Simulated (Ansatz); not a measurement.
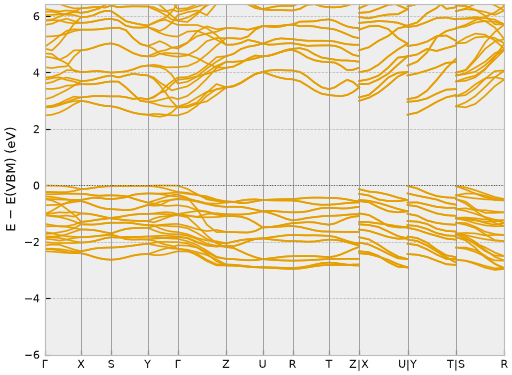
Figure. Band structure from plane-wave PAW PBE (Ansatz code)

The gap is 2.43 eV; an edge lies off the plotted path or next to a special point (maximum off the standard path, minimum on the Y–Γ line, 39 % of the way from Y).

### Question
Which compound is it?
A. Sb2S3, Pnma (Pearson symbol oP20)
B. CaZrN2, Pna2_1 (Ca on 4a, Zr on 4a, N on 4a, N on 4a)
C. Al2O3, Pnma (Pearson symbol oP20)
D. SnO, Pmmn (Sn on 2b, O on 2a)

### Answer
B, CaZrN2, Pna2_1 (Ca on 4a, Zr on 4a, N on 4a, N on 4a)

The start of the workflow was typed in or built on a structure type; neither database checked (COD, Materials Project) lists it. Whether it is the stable phase at ambient conditions was not checked. The cell was relaxed with PBE under the symmetry of its start; whether a distortion lowers the energy is not shown. The run is not spin-polarised. Spin–orbit coupling is left out wherever it is not named.

Potentials: the later of the program's two PAW sets.
